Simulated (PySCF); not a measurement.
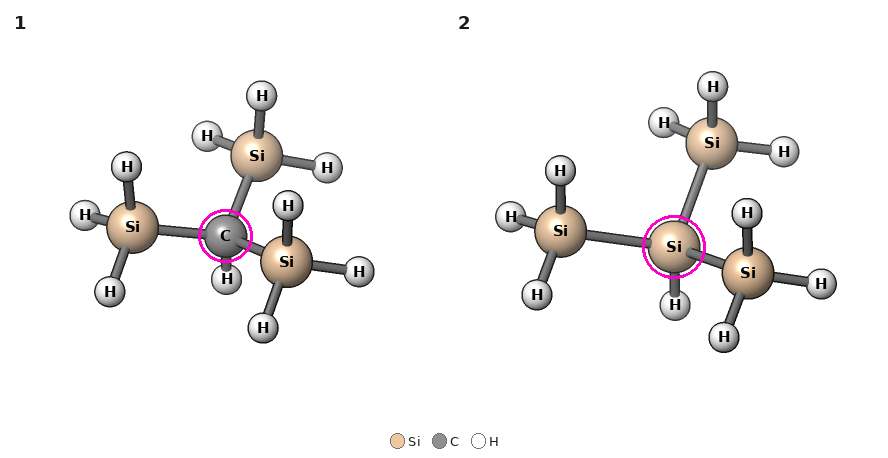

2 molecules with one skeleton, seen from the same side and at one scale; the atom that differs is circled. Each species is neutral and a spin singlet. Computed geometries: PBE0-D3(BJ)/def2-SVP optimisations, one conformation each. Properties computed with PySCF 2.14.0.

One atom differs, called X below: C in panel 1, Si in panel 2. Their formulas are CH10Si3 (`[SiH3]C([SiH3])[SiH3]`), Si4H10 (`[SiH3][SiH]([SiH3])[SiH3]`).

### In which is the length of X–H larger (PBE0-D3(BJ)/def2-SVP)?

In panel 2 (X = Si).

### In which is the mean length of X–Si larger (PBE0-D3(BJ)/def2-SVP)?

In panel 2 (X = Si).

Give the values. With PBE0-D3(BJ)/def2-SVP: length of X–H (Å), mean length of X–Si (Å), mean angle Si–X–Si (°). With PBE0/pcSseg-0: dipole moment (D), HOMO energy (Kohn–Sham orbital) (eV), HOMO–LUMO gap (eV), Hirshfeld charge of X (e), mean GIAO shielding of the 3 Si atoms bonded to X (ppm).

| quantity | 1 (C) | 2 (Si) | 2 − 1 |
| --- | --- | --- | --- |
| length of X–H (Å) | 1.107 | 1.499 | +0.392 |
| mean length of X–Si (Å) | 1.886 | 2.345 | +0.459 |
| mean angle Si–X–Si (°) | 112.0 | 109.0 | −3.0 |
| dipole moment (D) | 0.56 | 0.06 | −0.50 |
| HOMO energy (Kohn–Sham orbital) (eV) | −9.06 | −8.52 | +0.54 |
| HOMO–LUMO gap (eV) | 9.26 | 8.50 | −0.76 |
| Hirshfeld charge of X (e) | −0.26 | 0.08 | +0.34 |
| mean GIAO shielding of the 3 Si atoms bonded to X (ppm) | 451.6 | 496.2 | +44.6 |
